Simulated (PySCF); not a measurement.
# PHF2 (difluorophosphine) at B2PLYP/STO-6G

What is the vertical singlet–triplet gap of PHF2 (difluorophosphine) at B2PLYP/STO-6G? Input form: a Python script.

Program for the calculation: PySCF 2.14.0.

12 further runs of the same task are left out: 6 that didn't finish, 6 set aside as unsound or not needed.

### 1 Starting point

PHF2: 4 atoms, total charge 0, spin state singlet. SMILES: `FPF`. Geometry: relaxed at GFN2-xTB.

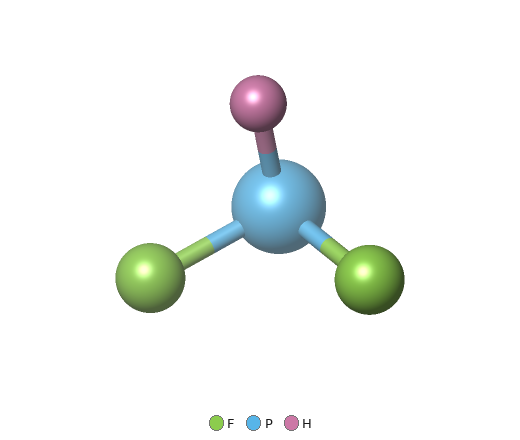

The structure, seen from a chosen angle (fluorine green, phosphorus blue, hydrogen pink).

### 2 A single-point energy at B2PLYP/STO-6G

input.py reads:

```python
from pyscf import gto, dft, mp

mol = gto.Mole()
mol.atom = '''
F        1.200700       0.603880      -0.244050
P       -0.020800      -0.433020      -0.460000
F       -1.177160       0.665480      -0.195640
H       -0.002740      -0.836340       0.899690
'''
mol.verbose = 3
mol.basis = 'sto-6g'
mol.max_memory = 1860
mol.build()

ks = dft.RKS(mol)
ks.xc = '0.53*HF + 0.47*B88, 0.73*LYP'
ks.grids.level = 5
ks.conv_tol = 1e-10
ks.kernel()
if not ks.converged:
    ks = ks.newton().run(ks.mo_coeff, ks.mo_occ)

pt = mp.MP2(ks, frozen=7).run()
energy = ks.e_tot + 0.27 * pt.e_corr
print('PT2 part  %.8f' % (0.27 * pt.e_corr))
print(f'total energy: {energy:.8f} hartree')
```

On the command line:

```
$ OMP_NUM_THREADS=1 python input.py
```

Output:

```text
converged SCF energy = -538.946658618759
E(RMP2) = -539.041550021479  E_corr = -0.094891402719402
E(SCS-RMP2) = -539.050234831653  E_corr = -0.103576212893411
PT2 part  -0.02562068
total energy: -538.97227930 hartree
```

Wall time 2.7 s (1 thread of Arm Neoverse V2, shared host); peak memory 0.2 GiB.

### 3 The triplet, same level

job.py reads:

```python
from pyscf import gto, dft, mp

molecule = gto.Mole()
molecule.atom = 'F 1.200700 0.603880 -0.244050; P -0.020800 -0.433020 -0.460000; F -1.177160 0.665480 -0.195640; H -0.002740 -0.836340 0.899690'
molecule.basis = 'sto-6g'
molecule.max_memory = 1860
molecule.charge = 0
molecule.verbose = 4
molecule.spin = 2
molecule.build()

ks = dft.UKS(molecule)
ks.xc = '0.53*HF + 0.47*B88, 0.73*LYP'
ks.conv_tol = 1e-10
ks.grids.level = 5
ks.kernel()
if not ks.converged:
    ks = ks.newton().run(ks.mo_coeff, ks.mo_occ)

pt = mp.MP2(ks, frozen=7).run()
etot = ks.e_tot + 0.27 * pt.e_corr
print('PT2 part  %.8f' % (0.27 * pt.e_corr))
print(f'total energy: {etot:.8f} hartree')
```

On the command line:

```
$ OMP_NUM_THREADS=1 python job.py
```

Output:

```text
PySCF version 2.14.0

[INPUT] num. atoms = 4
[INPUT] num. electrons = 34
[INPUT] charge = 0
[INPUT] spin (= nelec alpha-beta = 2S) = 2
[INPUT] symmetry False subgroup None
[INPUT] Mole.unit = angstrom
[INPUT] Symbol           X                Y                Z      unit          X                Y                Z       unit  Magmom
[INPUT]  1 F      1.200700000000   0.603880000000  -0.244050000000 AA    2.268994157765   1.141167812102  -0.461187660700 Bohr   0.0
[INPUT]  2 P     -0.020800000000  -0.433020000000  -0.460000000000 AA   -0.039306303391  -0.818289206459  -0.869274017300 Bohr   0.0
[INPUT]  3 F     -1.177160000000   0.665480000000  -0.195640000000 AA   -2.224510004793   1.257574941376  -0.369706019010 Bohr   0.0
[INPUT]  4 H     -0.002740000000  -0.836340000000   0.899690000000 AA   -0.005177849581  -1.580453547019   1.700167697010 Bohr   0.0

nuclear repulsion = 116.320293563671
number of shells = 12
number of NR pGTOs = 120
number of NR cGTOs = 20
basis = sto-6g
ecp = {}

[... 36 lines left out ...]
[... the frontier-level lines of each cycle are left out ...]
[... 11 lines left out ...]
[... 11 lines left out ...]
[... 11 lines left out ...]
[... 11 lines left out ...]
[... 11 lines left out ...]
[... 11 lines left out ...]
[... 3 lines left out ...]


cycle= 14 E= -538.68096367314  delta_E= 5.83e-07  |g|= 2.16e-05  |ddm|= 0.0179


cycle= 15 E= -538.680963640576  delta_E= 3.26e-08  |g|= 5.7e-06  |ddm|= 0.0049


cycle= 16 E= -538.680963640402  delta_E= 1.74e-10  |g|= 3.22e-06  |ddm|= 0.000384


cycle= 17 E= -538.680963640455  delta_E= -5.3e-11  |g|= 1.19e-06  |ddm|= 0.000157


Extra cycle  E= -538.68096364046  delta_E= -4.89e-12  |g|= 9.13e-07  |ddm|= 5.31e-06
converged SCF energy = -538.68096364046  <S^2> = 2.0072825  2S+1 = 3.0048511

******** <class 'pyscf.mp.ump2.UMP2'> ********
nocc = (np.int64(11), np.int64(9)), nmo = (13, 13)
frozen orbitals 7
E(UMP2) = -538.786246572895  E_corr = -0.105282932434671
E(SCS-UMP2) = -538.78348616391  E_corr = -0.102522523449569
E_corr(same-spin) = -0.0274811486215801
E_corr(oppo-spin) = -0.0778017838130909
PT2 part  -0.02842639
total energy: -538.70939003 hartree
```

Run time: 6.9 s. Hardware: 1 thread of Arm Neoverse V2, shared host; peak memory 0.21 GiB.

### 4 Results

At B2PLYP/STO-6G, 7 core orbitals frozen:

| quantity | value |
| --- | --- |
| singlet: total energy | -538.97228 Eh |
| singlet: dipole moment (SCF part) | 1.16 D |
| singlet: HOMO energy (SCF part's orbitals) | -5.80 eV |
| singlet: LUMO energy (SCF part's orbitals) | 7.56 eV |
| singlet: HOMO–LUMO gap (SCF part's orbitals) | 13.36 eV |
| triplet: total energy | -538.70939 Eh |
| triplet: dipole moment (SCF part) | 1.08 D |
| triplet: ⟨S²⟩ | 2.007 |
| vertical energy of the triplet above the singlet | 7.154 eV |

**Reading.** At this shape the triplet lies 7.15 eV (165 kcal/mol) above the singlet. In a minimal basis such a difference can be off by several eV, whatever the method. Mulliken charges (triplet) run from -0.22 on F1 to +0.53 on P2.
